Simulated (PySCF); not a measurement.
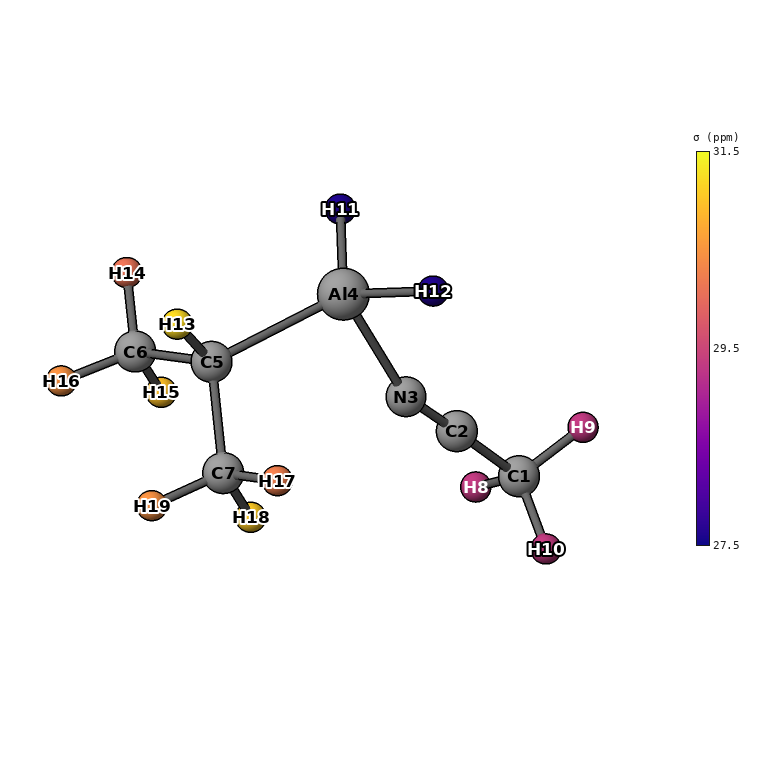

Atoms are coloured by their isotropic NMR shieldings (H only, the others grey). The computed structure is the end point of a GFN2-xTB optimisation. No frequency run is at hand to confirm it as a minimum. Level of theory: GIAO PBE0/pcSseg-1 NMR shielding, non-relativistic, gas phase (PySCF 2.14.0).

Give the isotropic NMR shieldings of the H atoms atom by atom.

| atom | σ (ppm) |
| --- | --- |
| H8 | 29.35 |
| H9 | 29.34 |
| H10 | 29.35 |
| H11 | 27.62 |
| H12 | 27.63 |
| H13 | 31.20 |
| H14 | 30.10 |
| H15 | 30.96 |
| H16 | 30.45 |
| H17 | 30.24 |
| H18 | 31.06 |
| H19 | 30.46 |

The geometry is semi-empirical. Around Al such bond lengths and angles can be off by a tenth of an ångström or more and by several degrees, and values that hang on the shape move with them.
